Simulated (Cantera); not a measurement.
Feed: 1 mol Si(CH3)4, a varied amount of HCl, 35 mol H2, 0.88 mol C2H4, held at 2000 °C and 1200 Pa.

These are equilibrium values from Cantera (NASA tables, ideal gas, pure condensed phases), not measurements of a reactor. Candidate condensed phases: C, C6H6, C7H8, C8H18, Si, SiC; 109 gas species. The tables' values for SiCl are old estimates; treat these amounts as uncertain. Gases not in the tables: Si2H6 and higher silanes. Rates play no part.

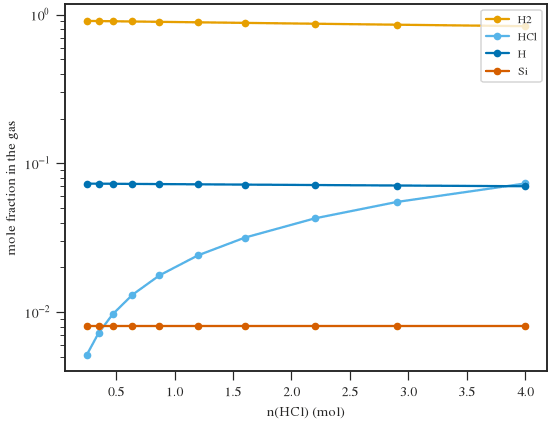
*Equilibrium gas composition (values under 1e-9 drawn at 1e-9)*

### Question
Read off the mole fractions at 0.87 mol HCl.

### Answer
H2 about 0.89, H about 0.073, HCl about 0.018, Si about 0.0081.
